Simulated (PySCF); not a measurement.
## Excited-state calculation, with input and output: CH₇FGeSi

System: CH₇FGeSi.
Method: TDA LC-wPBE/def2-SVP, vertical, gas phase, core orbitals frozen in the response (PySCF 2.14.0).

The geometry comes from this level: GFN2-xTB. It belongs to a series of runs on one base structure; here: LC-wPBE/def2-SVP; 6 states, TDA; damp 0.3; conv 1e-08.

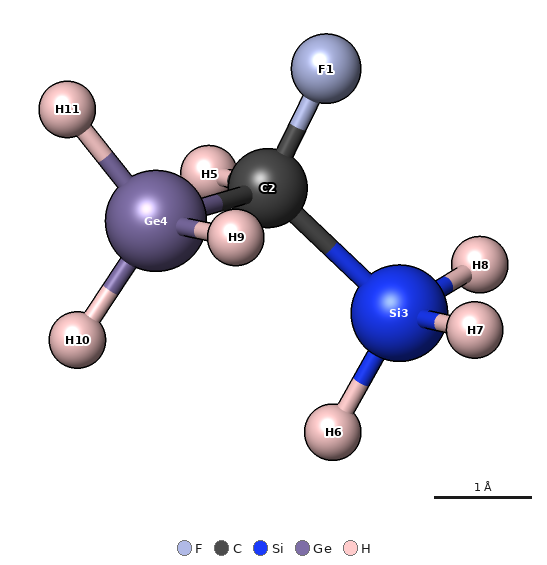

Fig. 1: The structure as given in the input (ball-and-stick view, seen at a tilt; atoms are numbered from 1 in the order of the input). Sticks mark near contacts. Bond lengths as drawn: C–F 1.40 Å, C–Ge 1.98 Å, C–H 1.09 Å, C–Si 1.91 Å, Ge–H 1.49 to 1.50 Å and H–Si 1.46 Å.

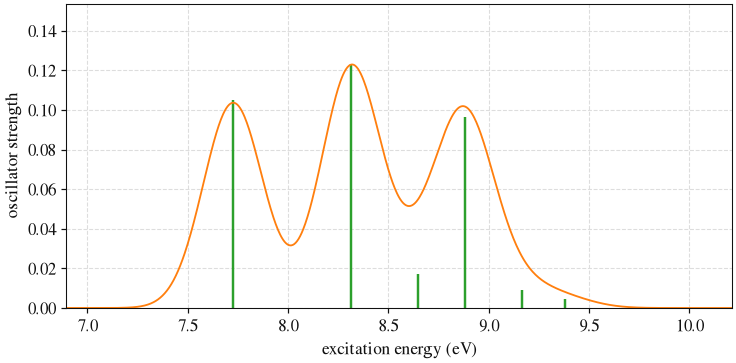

Fig. 2: Computed excitations as sticks (degenerate states added up, dark ones marked on the axis), with a Gaussian envelope of 0.35 eV full width at half maximum, scaled to the tallest. Of the 6 states the lowest lies at 7.73 eV (f = 0.105); the strongest line is at 8.31 eV, or 149 nm (f = 0.123).

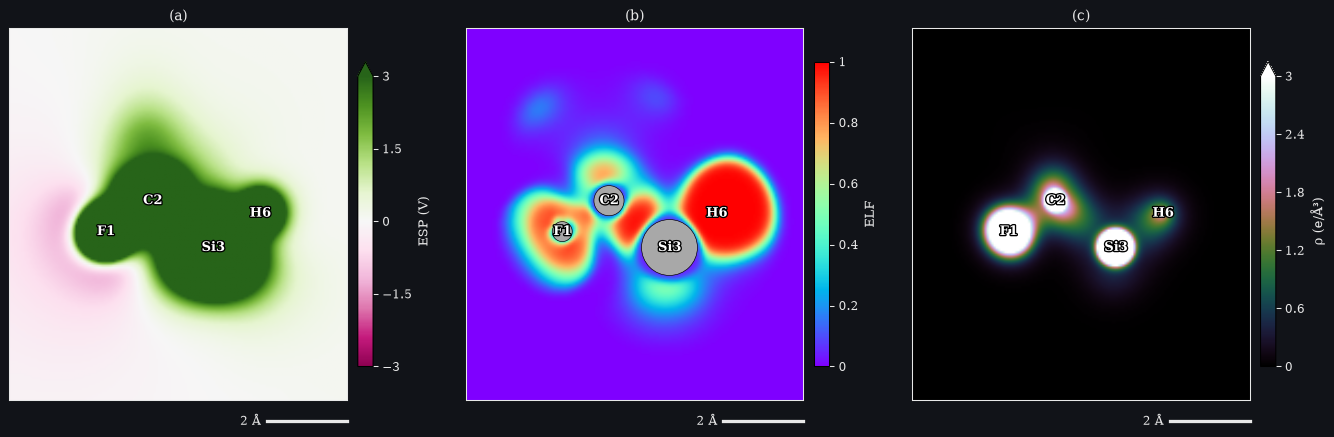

Fig. 3: (a) molecular electrostatic potential; (b) electron localisation function; (c) total electron density on the plane of atoms F1, C2 and Si3. Grey discs, where drawn, cover atomic cores. The section cuts through F, C, Si and H sites. Si–H (1.46 Å): ρ at the midpoint is about 0.79 e/Å³; the ELF climbs to about 1 towards the hydrogen, as it does in any bond to H.

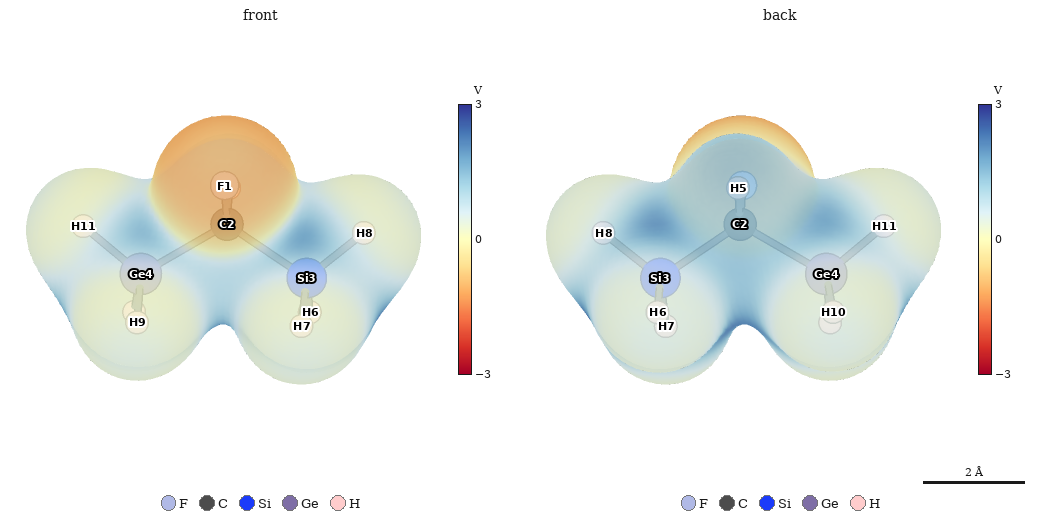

Fig. 4: The molecular electrostatic potential painted on the density surface at 0.004 e/bohr³, seen at a tilt and from behind; red is negative and blue positive. A positive charge is drawn to the negative regions and a negative charge to the positive ones. Its dipole moment is 1.47 D.

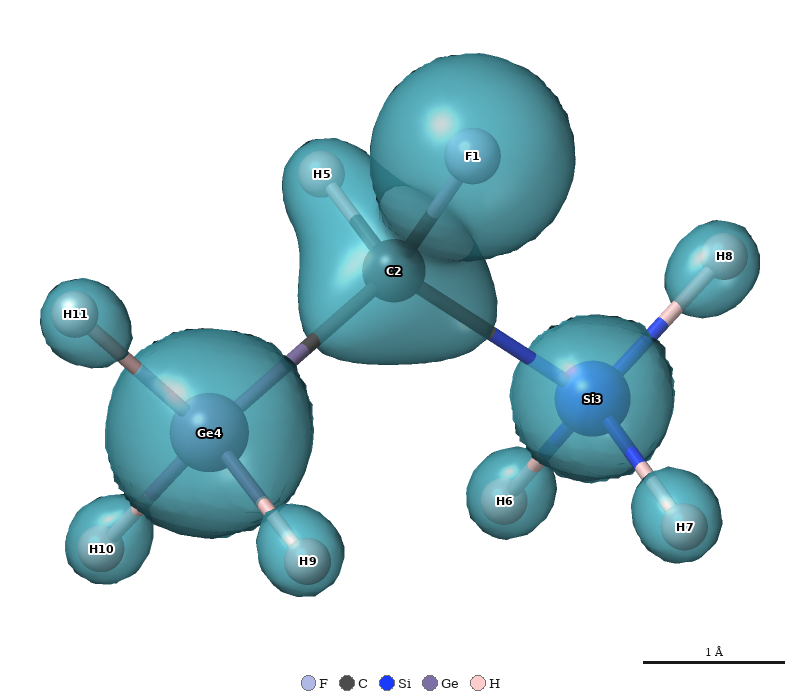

Fig. 5: Isosurface of the total electron density at 1 e/Å³ (cyan), seen at a tilt. At this value the surface falls into nine separate pieces. It is pinched off along the C–Si (1.91 Å) and C–Ge (1.98 Å) contacts. On the grid the lowest density along these lines, outside the cores, is 1.5 e/Å³ (C–F, 1.40 Å), 0.76 e/Å³ (C–Si, 1.91 Å), 0.86 e/Å³ (C–Ge, 1.98 Å) and 1.9 e/Å³ (C–H, 1.09 Å).

The input and output of the run follow.

Input file:
```
{"job": {"kind": "uv", "xc": "LC-wPBE", "basis": "def2-SVP", "nstates": 6, "ntriplets": 0, "tda": true, "scf": {"damp": 0.3, "conv": 1e-08}}, "charge": 0, "multiplicity": 1}
F      0.044116    -1.805453     0.607459
C      0.031607    -0.706461    -0.263097
Si    -1.675541     0.152854    -0.145158
Ge     1.596385     0.394487     0.248275
H      0.179215    -1.129778    -1.261522
H     -1.674827     1.205307    -1.163600
H     -1.822799     0.710614     1.198828
H     -2.698828    -0.857189    -0.409792
H      1.413669     0.946717     1.623427
H      1.776042     1.533204    -0.704477
H      2.836385    -0.441632     0.243694
```

The first line tells a small driver script what to run in PySCF; the rest is the geometry in Å.

Launch command:
```bash
OMP_NUM_THREADS=1 python <driver script> task.json out
```

The program's output:
```
damping 0.30 in the first 6 cycles
final grid: 85384 points
cycle   1  E = -2507.6419166868  dE = -5.665e-01  |g| = 6.446e-01  |ddm| = 3.019e+00
cycle   2  E = -2507.7001965394  dE = -5.828e-02  |g| = 3.055e-01  |ddm| = 5.961e-01
cycle   3  E = -2507.7121419629  dE = -1.195e-02  |g| = 1.380e-01  |ddm| = 2.621e-01
cycle   4  E = -2507.7147920468  dE = -2.650e-03  |g| = 6.508e-02  |ddm| = 1.273e-01
cycle   5  E = -2507.7153844431  dE = -5.924e-04  |g| = 2.987e-02  |ddm| = 6.056e-02
cycle   6  E = -2507.7153951333  dE = -1.069e-05  |g| = 3.190e-02  |ddm| = 4.189e-02
cycle   7  E = -2507.7153713707  dE =  2.376e-05  |g| = 3.470e-02  |ddm| = 3.947e-02
cycle   8  E = -2507.7155532566  dE = -1.819e-04  |g| = 6.186e-04  |ddm| = 2.038e-02
cycle   9  E = -2507.7155534159  dE = -1.594e-07  |g| = 4.617e-04  |ddm| = 1.852e-03
cycle  10  E = -2507.7155534426  dE = -2.664e-08  |g| = 2.717e-05  |ddm| = 6.856e-04
cycle  11  E = -2507.7155534433  dE = -7.062e-10  |g| = 5.080e-06  |ddm| = 1.389e-04
converged SCF energy = -2507.7155534433

Static polarisability (au): isotropic 61.130, principal 55.932 56.602 70.855

Singlet excitations
state   eV       nm        f      main configurations
  1   7.7261    160.5   0.10489   H->L+1 0.46, H->L 0.31, H->L+2 0.12
  2   8.3145    149.1   0.12295   H->L 0.61, H->L+1 0.33
  3   8.6490    143.4   0.01741   H-1->L+1 0.50, H-1->L 0.30
  4   8.8807    139.6   0.09632   H->L+2 0.69, H->L+1 0.13
  5   9.1671    135.2   0.00923   H-1->L 0.53, H-1->L+1 0.29
  6   9.3786    132.2   0.00454   H->L+3 0.66, H->L+4 0.22
```

Results in brief:

| quantity | value |
| --- | --- |
| outcome | converged |
| total energy | −2507.715553 hartree |
| HOMO | −10.67 eV |
| LUMO | 2.77 eV |
| dipole moment | 1.47 D |
| mean polarisability | 61.13 a.u. |
| lowest excitation | 7.73 eV |
| hardware | 1 CPU thread, shared host |
| wall time | 22 s |
| peak memory | 0.54 GiB |

Remarks:

Settings chosen away from the usual ones: LC-wPBE/def2-SVP; 6 states, TDA; damp 0.3; conv 1e-08. Spin–orbit coupling is left out, which matters for the heavy atoms.
